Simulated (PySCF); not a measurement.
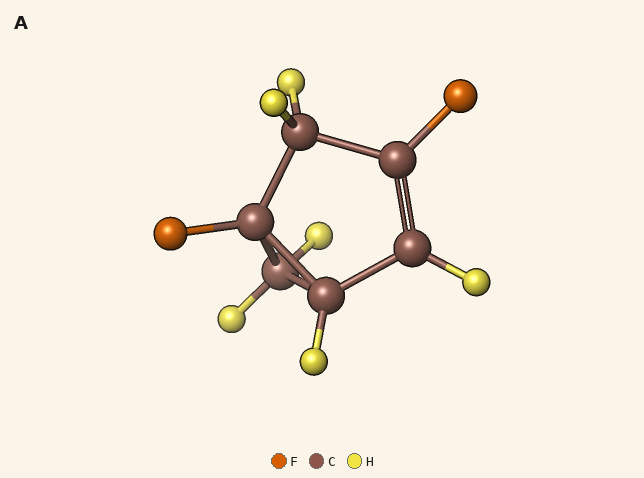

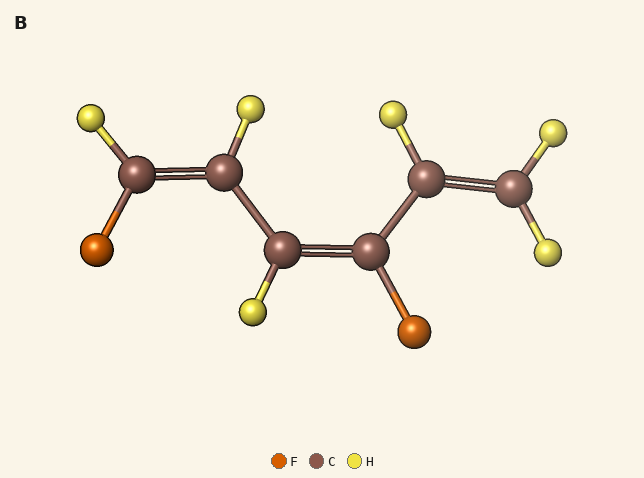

2 stationary structures of one formula. Geometries: GFN2-xTB. Electronic energies: PBE0/pcSseg-1 (PySCF 2.14.0), without zero-point energy. No frequency run is at hand to confirm each as a minimum. Each is one conformer, not always the lowest.

**Are they conformers, stereoisomers or constitutional isomers?**

They are constitutional isomers of C6H6F2: A `FC1=C[C@@H]2C[C@]2(F)C1`, B `C=C/C(F)=C\C=C/F`.

**Which is lowest in energy, and by how much?**

A is lowest; B lies 29.4 kJ/mol above it.
